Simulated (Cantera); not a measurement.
A closed system holds: 1 mol Si2H6, 4.7 mol NO, 5.6 mol H2, held at 0.0100 bar.

Cantera equilibrium calculation (NASA polynomials, part measured and part estimated; ideal gas, pure solids and liquids). Candidate condensed phases: H2O, Si, SiO2, Si2N2O, Si3N4; 35 gas species. The feed counts by its element totals alone. The tables hold silica as quartz up to 1696 K and as liquid above; real silica turns to tridymite and cristobalite and melts near 1996 K. The numbers say what is thermodynamically allowed, not how fast it happens.

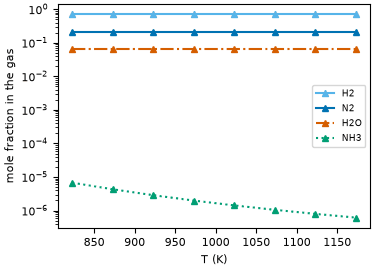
*Equilibrium gas composition (values under 1e-9 drawn at 1e-9)*

**Question.** Read off the mole fractions at 973 K.

**Answer.** H2 about 0.72, N2 about 0.21, H2O about 0.064, NH3 about 2.0e-6.
